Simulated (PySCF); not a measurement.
## A study: C4H4FN3, SMILES `Cc1nncnc1F`

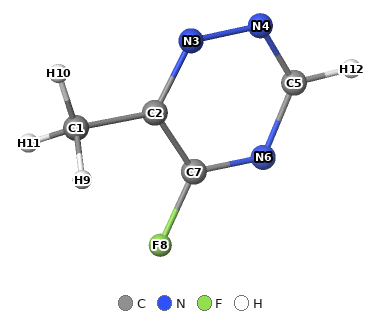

The molecule, with its atoms numbered as below. No frequency check shows the geometry to be a minimum.

Cartesian coordinates (Å):

```
C1      -1.9782    1.1084    0.0007
C2      -0.5876    0.5855   -0.0000
N3       0.4236    1.4362   -0.0002
N4       1.6553    1.0055   -0.0002
C5       1.8850   -0.2847    0.0004
N6       0.9465   -1.2339   -0.0001
C7      -0.2813   -0.7903   -0.0001
F8      -1.2600   -1.6943   -0.0002
H9      -2.5115    0.7498    0.8797
H10     -1.9554    2.1938   -0.0020
H11     -2.5117    0.7500   -0.8791
H12      2.9140   -0.6127    0.0009
```

## 1. Bonding charge

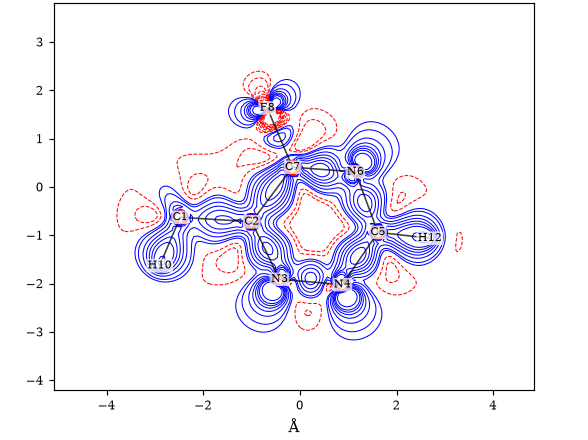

Deformation density (molecule less spherical, spin-averaged free atoms) in a plane through 10 of the atoms; contours at ±0.05 to ±0.8 e/Å³; solid blue lines: gain, dashed red lines: loss.

Level of theory: B3LYP/def2-SVP (PySCF), at a geometry from GFN2-xTB.

> Describe the bonding that the map shows.

The five largest and four smallest: C5–H12: +0.80 e/Å³ at the bond critical point (bond length 1.08 Å, Mayer order 1.0). C1–H10: +0.70 e/Å³ at the bond critical point (bond length 1.09 Å, Mayer order 0.9). N6–C7: +0.67 e/Å³ at the bond critical point (bond length 1.30 Å, Mayer order 1.6). C2–C7: +0.65 e/Å³ at the bond critical point (bond length 1.41 Å, Mayer order 1.2). N4–C5: +0.63 e/Å³ at the bond critical point (bond length 1.31 Å, Mayer order 1.6). C1–C2: +0.50 e/Å³ at the bond critical point (bond length 1.49 Å, Mayer order 1.1). C5–N6: +0.50 e/Å³ at the bond critical point (bond length 1.33 Å, Mayer order 1.4). N3–N4: +0.47 e/Å³ at the bond critical point (bond length 1.30 Å, Mayer order 1.3). C7–F8: +0.04 e/Å³ at the bond critical point (bond length 1.33 Å, Mayer order 1.2); up to 0.6 Å beside the axis the gain reaches +0.25 e/Å³. In all, 3.0 electrons gather in the regions of gain relative to the promolecule. A small or negative value marks a very polar bond, one between electron-rich atoms, whose free-atom densities already overlap strongly, a long bond to a heavier atom, or a closed-shell contact such as a hydrogen bond.

> Where do the Hirshfeld charges lie?

The highest Hirshfeld charge is on C7 (+0.16 e), the lowest on N6 (−0.16 e).

## 2. Bond critical points

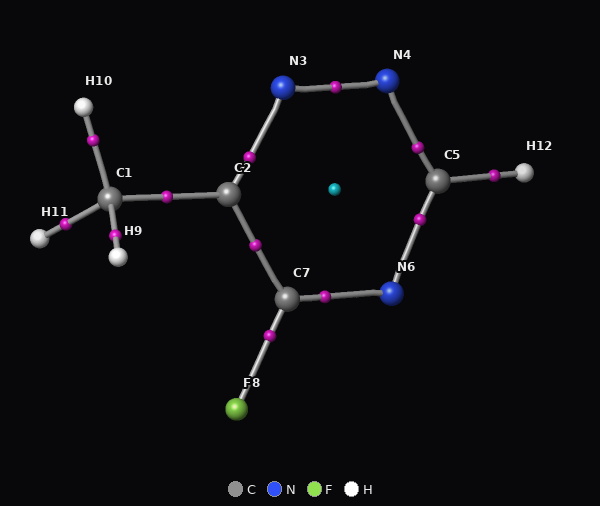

Molecular graph of the electron density (QTAIM): bond paths, bond critical points (magenta), ring points (cyan, if any); weak paths are dashed.

> How many critical points of each kind are there, and does the count close?

12 nuclei, 12 bond, 1 ring and 0 cage critical points: 12 − 12 + 1 − 0 = 1, as the Poincaré–Hopf relation requires.

> What does the calculation give at each kind of bond critical point?

```tsv
bond	length (Å)	ρ (a.u.)	∇²ρ (a.u.)	ε	H (a.u.)
N3–N4	1.305	0.411	−0.99	0.03	−0.462
N6–C7	1.305	0.376	−1.27	0.23	−0.650
N4–C5	1.310	0.369	−1.13	0.17	−0.643
C2–N3	1.321	0.359	−1.09	0.16	−0.607
C5–N6	1.335	0.342	−0.99	0.09	−0.573
C2–C7	1.409	0.308	−0.80	0.22	−0.295
C5–H12	1.080	0.293	−1.20	0.04	−0.330
C1–H10	1.086	0.280	−1.07	0.00	−0.307
C1–H9 (2 alike)	1.089	0.276	−1.02	0.01	−0.298
C7–F8	1.332	0.267	+0.06	0.04	−0.387
C1–C2	1.486	0.264	−0.64	0.04	−0.223
```

> What kind of interaction is C1–H10?

Shared-shell (covalent): ρ = 0.280, ∇²ρ = −1.07, H = −0.307 a.u.

## 3. Local ionisation energy

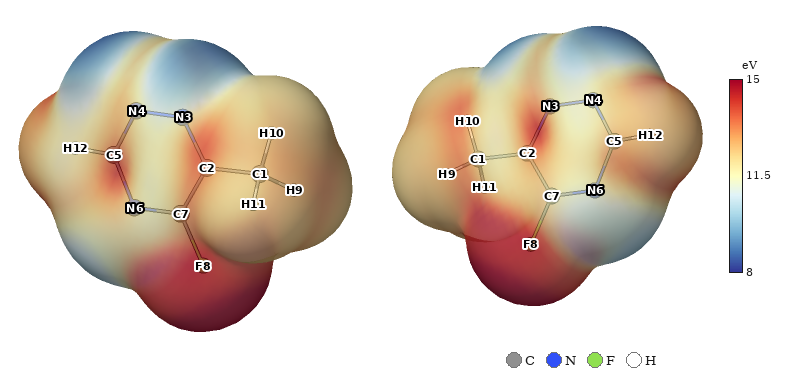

Average local ionisation energy on the surface of electron density 0.001 a.u. (back view left, front view right).

> Locate the minima of the map.

The lowest value is 8.7 eV, 1.9 Å from N4. Further minima include 8.8 eV, 1.9 Å from N3; 9.7 eV, 1.9 Å from N6; 11.4 eV, over C2, off the plane of its three bonds (2.0 Å), and at like points elsewhere. For comparison, the highest occupied orbital lies at −6.7 eV.

> What volume does the surface enclose, and what is the dipole moment?

About 123 Å³; the dipole moment is 1.6 D.

## 4. Excited states

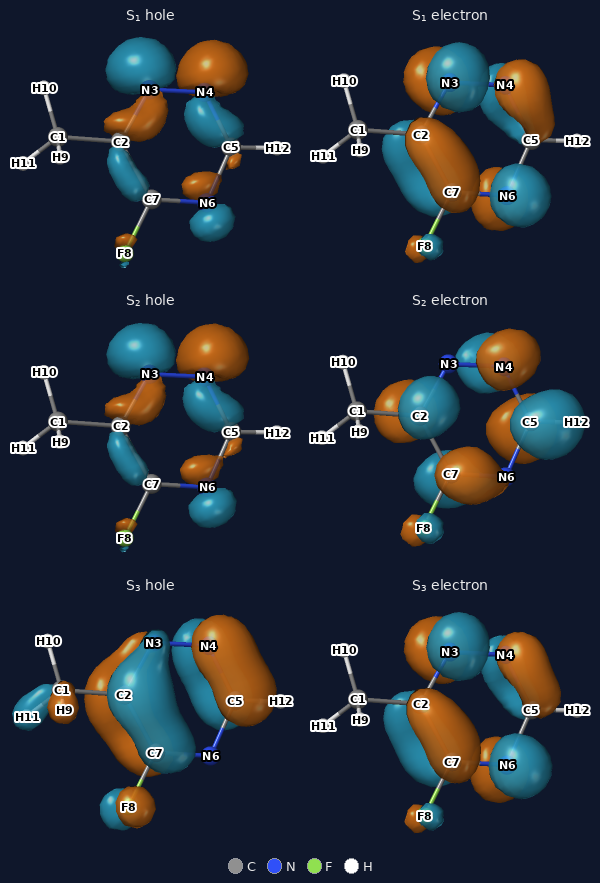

Leading natural transition orbitals (full linear response singlet states).

Computed with PySCF, CAM-B3LYP/6-31G*, geometry: GFN2-xTB. Without diffuse functions Rydberg states are missing, so the states' numbers hold for this basis only.

> Give the energy and character of each state.

By state:
- S₁: 3.60 eV (344 nm), f = 0.004, n → π*; the leading pair carries 100 %; hole on N4 (35 %), N3 (34 %) and N6 (10 %), electron on N3 (30 %), N6 (20 %) and C2 and C7 (13 % each); their centroids lie 0.8 Å apart.
- S₂: 4.38 eV (283 nm), f = 0.001 (very weak), n → π*; the leading pair carries 100 %; hole on N4 (37 %), N3 (30 %) and N6 (11 %), electron on C5 (27 %), N4 (20 %) and C2 and C7 (15 % each); their centroids lie 0.8 Å apart.
- S₃: 5.76 eV (215 nm), f = 0.088, π → π*; the leading pair carries 88 %; hole on C2 (20 %), N4 (20 %) and C5 (16 %), electron on N3 (24 %), N6 (21 %) and C7 (15 %); their centroids lie 0.1 Å apart.

## 5. Removing or adding an electron

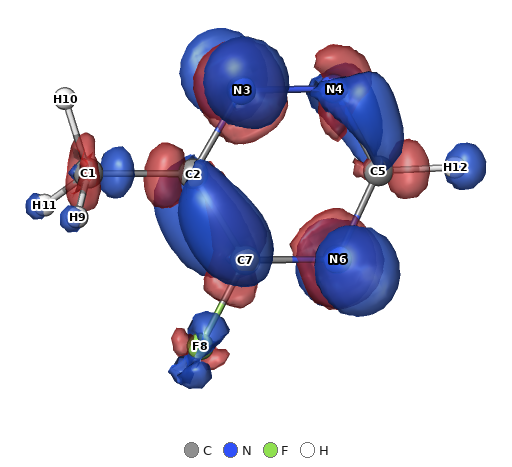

Fukui function f⁺ = ρ(N+1) − ρ(N) at fixed geometry, surfaces at ±0.03 e/Å³ (blue positive, red negative).

Computed with PySCF, M06-2X/6-31+G*, geometry: GFN2-xTB.

> Which atoms respond most to the addition of an electron?

f⁺ (Hirshfeld-condensed) is largest on N3 (0.18), N6 (0.17) and N4 (0.11); the vertical electron affinity is 0.11 eV (the stability of the anion's solution wasn't checked; the anion's highest orbital has positive energy, so this value and f⁺ depend on the basis). Condensed values hint at sites of nucleophilic attack but needn't mark the atom that reacts. Shares this close don't rank the sites. Orbital relaxation makes it negative in places (0.23 e in all).

```
atom     f⁺  charge
  C1  +0.04   −0.09
  C2  +0.09   +0.05
  N3  +0.18   −0.10
  N4  +0.11   −0.13
  C5  +0.09   +0.10
  N6  +0.17   −0.17
  C7  +0.11   +0.17
  F8  +0.07   −0.07
  H9  +0.03   +0.06
 H10  +0.03   +0.06
 H11  +0.03   +0.06
 H12  +0.05   +0.08
```

The PySCF runs shown took 29 s, 15 min and 4.8 min on 1 thread of Intel(R) Xeon(R) Processor @ 2.50GHz (Skylake/Cascade Lake), on a shared host.
